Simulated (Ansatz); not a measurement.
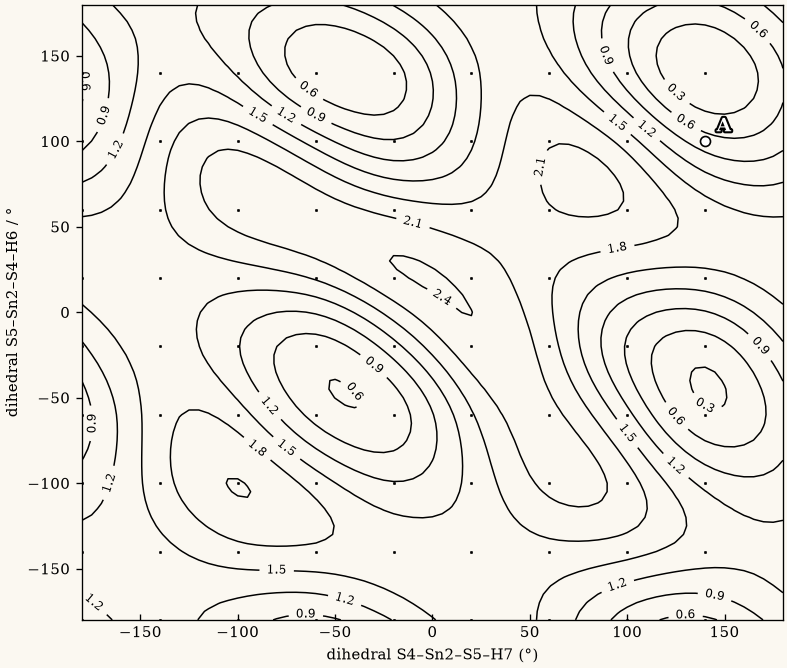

F₂H₂S₂Sn, SMILES [F][Sn]([F])([SH])[SH]. 
- First axis: dihedral S4–Sn2–S5–H7. Second axis: dihedral S5–Sn2–S4–H6.
- Nothing is relaxed (all other coordinates rigid).
- The grid has 9 × 9 points.
- All energies are given in kcal/mol relative to the lowest grid point.
- Method: RKS PBE-D4/def2-TZVP (Ansatz 0.2.0).

Drawn: contour lines labelled in kcal/mol, dots at the grid points, the point A. Between grid points the surface is interpolated.

Which way does the force act at A, and how strong is it?

Answer. A, at dihedral S4–Sn2–S5–H7 = 140°, dihedral S5–Sn2–S4–H6 = 100°, is not a stationary point. The computed force is 0.013 kcal/mol for each degree towards larger values of dihedral S4–Sn2–S5–H7 and 0.029 kcal/mol for each degree towards larger values of dihedral S5–Sn2–S4–H6.
